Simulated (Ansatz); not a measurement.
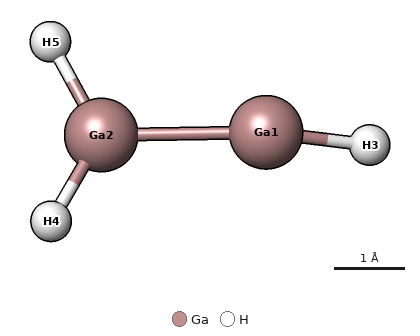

The structure as given in the input (ball-and-stick view, seen at a tilt; atoms are numbered from 1 in the order of the input). Sticks mark near contacts. Bond lengths as drawn: Ga–Ga 2.36 Å and Ga–H 1.56 to 1.57 Å.

**What a change does: single-point calculation on Ga2H3**

System: Ga2H3, multiplicity 2.
Method of the first run: UKS PBE-D4/def2-TZVPD (Ansatz 0.2.0).

The geometry comes from this level: r2SCAN-D4/def2-TZVP. Text and figures count atoms from 1; the logs count them from 0 in places.

Input, the first run:
```yaml
crystal:
  periodic: [false, false, false]
  atoms:
    - {symbol: Ga, position_ang: [0.788059, 0.898900, -0.753421]}
    - {symbol: Ga, position_ang: [-0.509775, -0.571085, 0.565181]}
    - {symbol: H, position_ang: [1.407937, 1.544500, -2.041858]}
    - {symbol: H, position_ang: [0.212702, -1.812081, 1.173212]}
    - {symbol: H, position_ang: [-1.898913, -0.060254, 1.056886]}
basis:
  gaussian: {orbitals: def2-TZVPD, initial_orbitals: start.molden}
magnetization: {spin_polarized: true, initial_magnetization: 1}
hamiltonian: {xc: pbe, dispersion: d4}
scf: {omitted_lower_state_checks: [starts]}
output: {orbitals: {seedname: orbitals}}
```

Launched with:
```bash
ansatz run in.yaml --threads 4 --pin off --events-out ev --progress --plain --max-ram 3916MiB
```

Hardware: 4 threads of Arm Neoverse V2, 23 GiB of memory available, shared host.

Output (the first run):
```
Functional definition: PBE
  parameter kappa = 0.804
  parameter beta = 0.06672455060314922
  exchange = pbe_x(kappa = kappa, mu = beta*pi^2/3)
  correlation = pbe_c(beta = beta)
these checks for a lower state are left out or cut short: starts
905 factors; their error is unknown
mean field evaluation 1: about -104787.3299 eV, gradient 9.1e0 eV
mean field evaluation 2: about -104787.4694 eV, gradient 2.0e-1 eV
mean field evaluation 4: about -104787.4290 eV, gradient 1.1e-3 eV
mean field -104787.42903877 eV, -3850.8669897043 hartree, gradient 1.5e-5 eV, S^2 0.752839; 0 other end points of the search recorded, 0 dependent functions left out
reference -104787.42908698 eV, -3850.8669914760 hartree; 33, 32 occupied and 102, 103 virtual orbitals, 905 factors
Total energy: -104787.51126019 eV, -3850.8700112857 hartree
Checks for a lower state left out: starts
```

For the second run the input was changed thus:
```diff
-magnetization: {spin_polarized: true, initial_magnetization: 1}
+total_charge: -1
+magnetization: {spin_polarized: true, initial_magnetization: 2}
```

What does this change do to the results?

The two differ by one electron: at this geometry, adding it changes the energy by −0.66 eV. The HOMO goes from −4.27 to 1.71 eV. The LUMO goes from −3.34 to 1.55 eV.

Output (the second run):
```
Functional definition: PBE
  parameter kappa = 0.804
  parameter beta = 0.06672455060314922
  exchange = pbe_x(kappa = kappa, mu = beta*pi^2/3)
  correlation = pbe_c(beta = beta)
these checks for a lower state are left out or cut short: starts
905 factors; their error is unknown
mean field evaluation 1: about -104787.9882 eV, gradient 7.7e0 eV
mean field evaluation 2: about -104788.1059 eV, gradient 1.5e-1 eV
mean field evaluation 4: about -104788.0648 eV, gradient 8.1e-4 eV
mean field -104788.06483555 eV, -3850.8903548050 hartree, gradient 9.4e-6 eV, S^2 2.004880; 0 other end points of the search recorded, 0 dependent functions left out
reference -104788.06488685 eV, -3850.8903566902 hartree; 34, 32 occupied and 101, 103 virtual orbitals, 905 factors
Total energy: -104788.17583910 eV, -3850.8944341102 hartree
Checks for a lower state left out: starts
```

The two runs side by side:

| quantity | the first run | the second run |
| --- | --- | --- |
| outcome | converged | converged |
| total energy (hartree) | −3850.870011 | −3850.894434 |
| HOMO (eV) | −4.27 | 1.71 |
| LUMO (eV) | −3.34 | 1.55 |
| ⟨S²⟩ | 0.753 | 2.005 |
| basis functions | 135 | 135 |
| wall time (shared host) | 1.4 s | 1.4 s |

For the second run: The highest filled orbital lies above zero: either the extra electron isn't bound at this level, or the self-interaction error of the functional lifts the level.
